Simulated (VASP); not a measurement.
Band structure of BeTe (zinc blende). All values below come from PBE GGA, VASP's PBE PAW potentials (set 64) (plane waves; VASP).

Unless said otherwise, spin-orbit coupling is left out, though it shifts the bands of the heavy elements here.

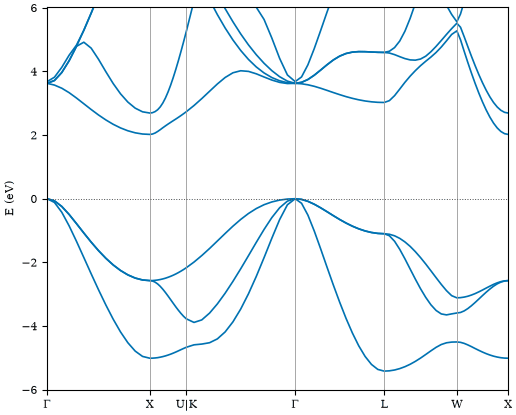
Bands along high-symmetry lines, zero at the valence-band maximum or, without a gap, the Fermi level

**Question.** Read the plot: is there a gap, and where are the band edges?

**Answer.** The gap is indirect, 2.02 eV, from the valence maximum at Γ to the conduction minimum at X. (Edges off the drawn lines would not show.)

Measured: gap 2.80 eV (computed value off by -0.78 eV), as given by Das et al., (2018), arXiv:1807.05623.

The compound is BeTe in the zinc blende structure. It was relaxed first.
